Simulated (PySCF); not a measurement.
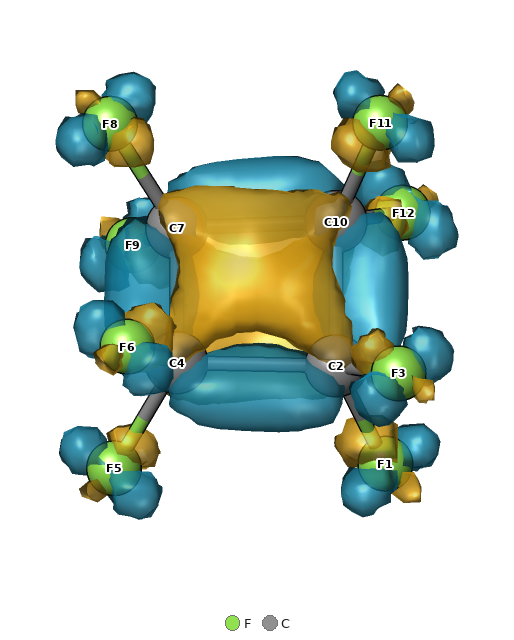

Figure. C4F8, SMILES `FC1(F)C(F)(F)C(F)(F)C1(F)F`. Unrelaxed difference density of S₁ less the ground state (full linear response singlet states), ±0.05 e/Å³; yellow: gain, teal: loss.

PySCF calculation, LC-wPBE/def2-SVP, gas phase; geometry: GFN2-xTB. No frequency check shows the geometry to be a minimum. Without diffuse functions Rydberg states are missing, so the states' numbers hold for this basis only.

Cartesian coordinates (Å):

```
F1      -1.2426   -1.2425    1.2159
C2      -0.7825   -0.7825    0.0493
F3      -1.4189   -1.4186   -0.9339
C4       0.7825   -0.7825   -0.0493
F5       1.4189   -1.4186    0.9339
F6       1.2426   -1.2425   -1.2159
C7       0.7825    0.7825    0.0493
F8       1.4189    1.4186   -0.9339
F9       1.2426    1.2425    1.2159
C10     -0.7825    0.7825   -0.0493
F11     -1.2426    1.2425   -1.2159
F12     -1.4189    1.4186    0.9339
```

How does the charge move on excitation?

0.68 e is displaced in all, mostly between regions of the same atoms. The state: 7.04 eV (176 nm), f = 0.000 (dark); the leading pair carries 99 %; hole on C2, C4, C7 and C10 (13 % each) and F1, F3, F5, F6, F8, F9, F11 and F12 (6 % each), electron on C2, C4, C7 and C10 (14 % each) and F1, F6, F9 and F11 (6 % each); their centroids lie 0.0 Å apart.
